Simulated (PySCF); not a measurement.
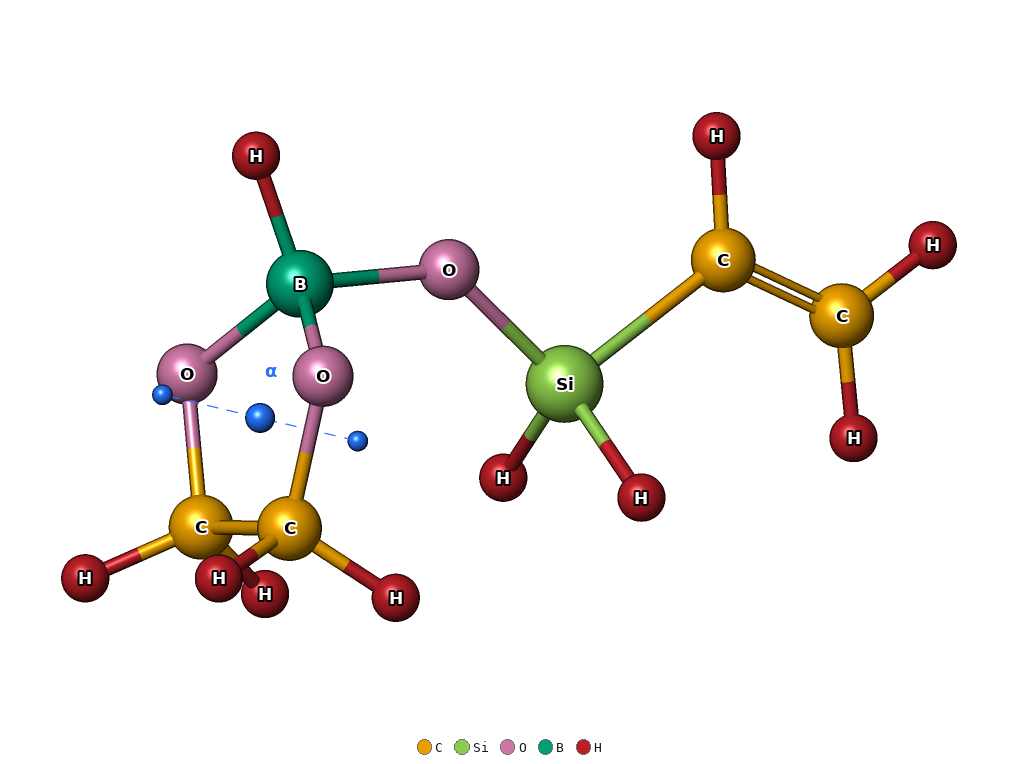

The small points mark where nucleus-independent chemical shifts (NICS) were computed: at the centre of each lettered ring and 1 Å above and below it. State: charge −1, singlet. The geometry was computed by an optimisation with GFN2-xTB. No frequency run is at hand to confirm it as a minimum. Properties computed with GIAO PBE0/pcSseg-1 NMR shielding, non-relativistic, gas phase (PySCF 2.14.0).

Give NICS(0), NICS(1) and the out-of-plane component NICS(1)zz for each ring (means of the two sides).

```tsv
ring	members	NICS(0)	NICS(1)	NICS(1)zz
α	C2BO2	−8.0	−2.9	−8.7
```

Values in ppm.

The geometry is semi-empirical. Around B, Si such bond lengths and angles can be off by a tenth of an ångström or more and by several degrees, and values that hang on the shape move with them.
